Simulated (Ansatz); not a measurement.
Start from TlCl in the CsCl type structure (space group Pm-3m, No. 221; a = 3.769 Å).

It is then changed as follows: every lattice vector is shortened by 0.50 %; the atoms relax in the strained cell.

All numbers come from PBEsol in Ansatz (plane waves to 420 eV, PAW, no spin-orbit coupling).

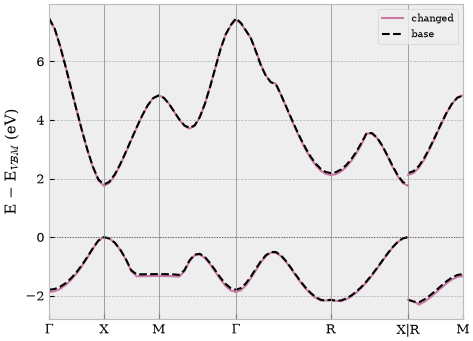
Fig. 1. Highest valence and lowest conduction band along the path, each from its own valence-band maximum

### Question
From the figure, how large is the changed gap, and is it direct?

### Answer
About 1.8 eV, direct at X.

Spin-orbit coupling, missing from the scalar runs, can matter with Tl. Stability against distortions was not tested.

Ansatz is a quantum-chemistry and plane-wave program.
